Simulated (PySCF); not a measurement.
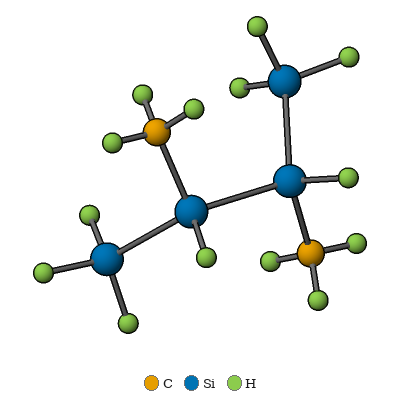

Structure of C₂H₁₄Si₄, SMILES C[Si@@H]([SiH3])[Si@@H](C)[SiH3].

Vertical TDDFT excitations, CAM-B3LYP/def2-SVPD in PySCF 2.14.0, at a GFN2-xTB geometry (no frequency check), gas phase.

> Where does it absorb, and how strongly?

The lowest singlet lies at 6.26 eV (198 nm, f = 0.234); the brightest of the first 8 is S1 at 6.26 eV (198 nm), f = 0.234, mainly HOMO → LUMO (92 %). No singlet lies below 3.1 eV (beyond 400 nm), so at this level no vertical transition falls in the visible.


```tsv
state	E (eV)	λ (nm)	f	main character
S1	6.26	198	0.234	HOMO → LUMO (92 %)
S2	6.46	192	0.011	HOMO → LUMO+1 (83 %)
S3	6.83	181	0.041	HOMO−1 → LUMO (88 %)
S4	7.00	177	0.062	HOMO−2 → LUMO (84 %)
S5	7.15	173	0.043	HOMO−2 → LUMO+1 (57 %)
S6	7.21	172	0.116	HOMO−1 → LUMO+1 (57 %)
S7	7.38	168	0.024	HOMO → LUMO+2 (44 %)
S8	7.45	166	0.099	HOMO → LUMO+4 (54 %)
```

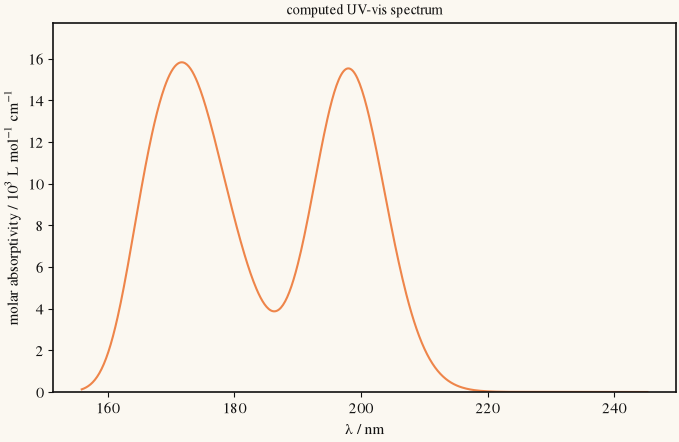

The lowest 8 singlet states are shown; each is broadened by a Gaussian of 1/e half-width 0.25 eV.

Known limits of this run: the tight-binding geometry is rougher than a DFT one and adds to the error; one conformer of a flexible molecule; core orbitals are frozen in the response.
